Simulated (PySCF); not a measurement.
```xyz
25

C     2.3046   -1.4293   -0.1435
C     2.0573   -0.5202   -1.2831
C     1.0942    0.3969   -1.3577
P    -0.0444    0.8168   -0.0293
C    -1.0725    2.1957   -0.6149
N     0.6550    1.3964    1.3520
N    -0.8739   -0.5177    0.4844
C    -1.3002   -1.5233   -0.4788
C    -1.8074   -0.3480    1.5914
H     2.2934   -2.4616   -0.4927
H     1.5608   -1.3102    0.6417
H     3.3025   -1.2517    0.2582
H     2.7273   -0.6357   -2.1266
H     0.9836    1.0192   -2.2352
H    -0.4531    3.0426   -0.9021
H    -1.7452    2.4966    0.1881
H    -1.6559    1.8744   -1.4770
H     1.2833    0.7716    1.8416
H     1.0209    2.3379    1.3047
H    -2.3042   -1.3243   -0.8614
H    -0.6031   -1.5596   -1.3136
H    -1.3093   -2.4957    0.0147
H    -1.8438   -1.2772    2.1603
H    -2.8176   -0.1197    1.2425
H    -1.4632    0.4504    2.2454
```

Geometry: GFN2-xTB.

Level of theory: PBE0/pcSseg-1, SCF density, gas phase, non-relativistic (PySCF 2.14.0).

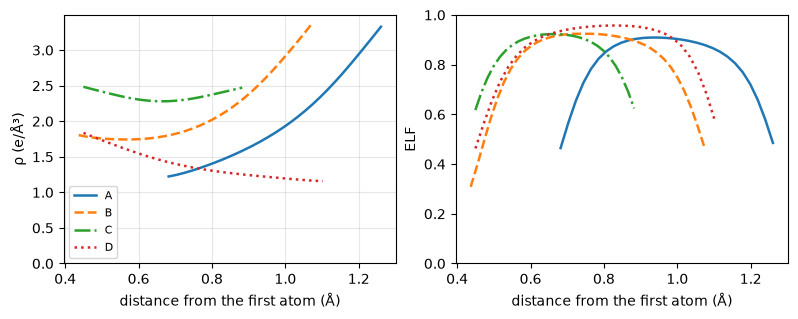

C6H16N2P (charge +1). Total electron density and ELF along straight lines between neighbouring atoms. The curves leave out the atomic cores.

Q: Which curve belongs to which contact (C–C, C–N, C–P and P–N)? The first atom named is at distance zero.

A: Curve A: P–N (1.65 Å): ρ is about 1.5 e/Å³ halfway; the ELF peaks at about 0.90 between the atoms; a shared but strongly polarised pair. Curve B: C–N (1.46 Å): ρ is about 1.9 e/Å³ halfway; the ELF peaks at about 0.90 between the atoms: a shared electron pair. Curve C: C–C (1.33 Å): ρ at the midpoint is about 2.3 e/Å³; the ELF peaks at about 0.90 between the atoms (a multiple bond). Curve D: C–P (1.80 Å): ρ is about 1.2 e/Å³ halfway; the ELF peaks at about 0.95 between the atoms, as expected for localised, covalent bonding.
